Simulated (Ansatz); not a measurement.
# F$_{2}$HHfIO: what the fields show

```json
{"atom": "O", "x (Å)": "-0.9445", "y (Å)": "0.9741", "z (Å)": "0.5336"}
{"atom": "Hf", "x (Å)": "0.2921", "y (Å)": "-0.3407", "z (Å)": "-0.0276"}
{"atom": "F", "x (Å)": "1.9287", "y (Å)": "-0.0973", "z (Å)": "0.8999"}
{"atom": "F", "x (Å)": "-0.3801", "y (Å)": "-2.0596", "z (Å)": "0.4102"}
{"atom": "I", "x (Å)": "0.7104", "y (Å)": "-0.1620", "z (Å)": "-2.7167"}
{"atom": "H", "x (Å)": "-1.5645", "y (Å)": "1.6216", "z (Å)": "0.8544"}
```

Geometry: PBE0-D4/def2-TZVP; core potentials replace the inner electrons of Hf and I.

Computed with Ansatz, RKS PBE0-D4/def2-TZVPP.

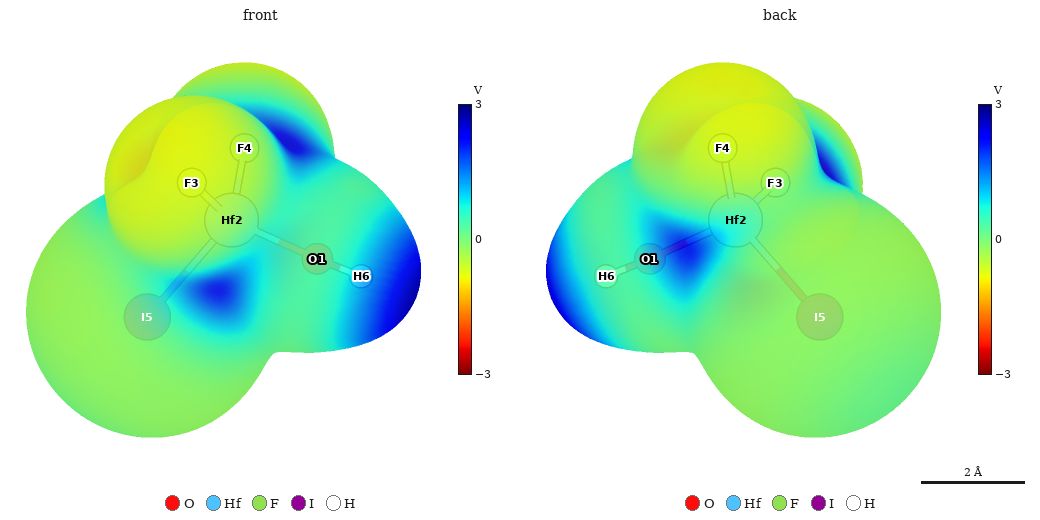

Figure 1. The molecular electrostatic potential painted on the density surface at 0.001 e/bohr³, seen from the front and from behind; the colour scale runs from red (negative) to blue (positive).

Q: Where is the surface potential most negative and most positive?

A: The most negative region (about −0.9 V) lies over F3 and F4, the most positive (about +2.6 V) over Hf2 and H6.

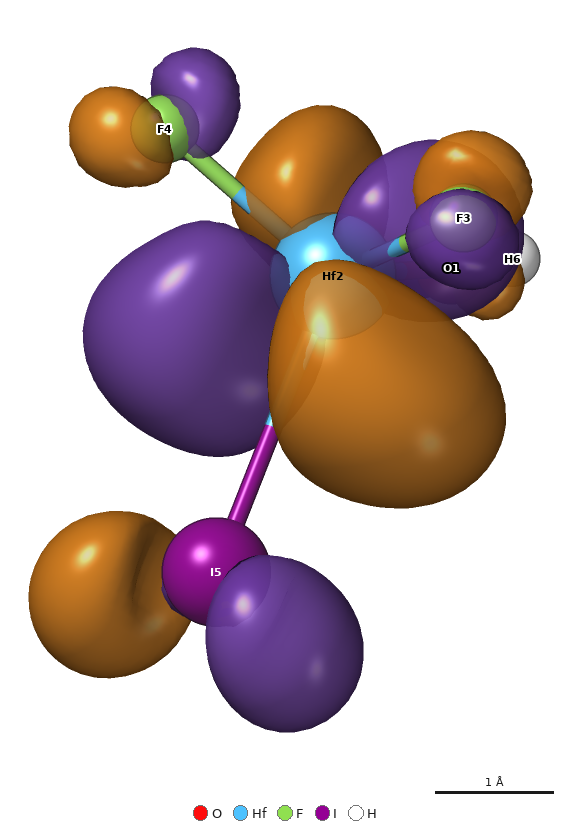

Figure 2. One frontier orbital at ±0.1 Å⁻³ᐟ² (orange and purple are the two phases), seen at an oblique angle.

Q: Which orbital is it: HOMO or LUMO?

A: The LUMO, at −0.96 eV. It lies mainly on Hf2 (about 65 %) and I5 (about 20 %).

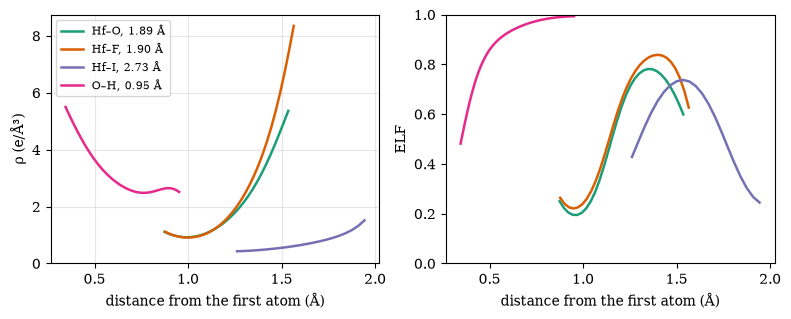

Figure 3. Electron density and electron localisation function along straight lines between neighbouring atoms. The curves leave out the atomic cores.

Q: What can be read from the curves?

A: Hf–O (1.89 Å): ρ at the midpoint is about 0.95 e/Å³; the ELF peaks at about 0.80 in the valence shell of O, 0.5 Å from its nucleus, and drops to about 0.20 between the two atoms.
Hf–F (1.90 Å): ρ is about 0.95 e/Å³ halfway; the ELF peaks at about 0.85 in the valence shell of F, 0.5 Å from its nucleus, and drops to about 0.20 between the two atoms.
Hf–I (2.73 Å): the density is about 0.46 e/Å³ at the midpoint; the ELF peaks at about 0.75 in the valence shell of I, 1.2 Å from its nucleus, and is about 0.60 at the midpoint.
O–H (0.95 Å): the density is about 3.9 e/Å³ at the midpoint; the ELF climbs to about 1 towards the hydrogen, as it does in any bond to H; an ordinary covalent bond to hydrogen.
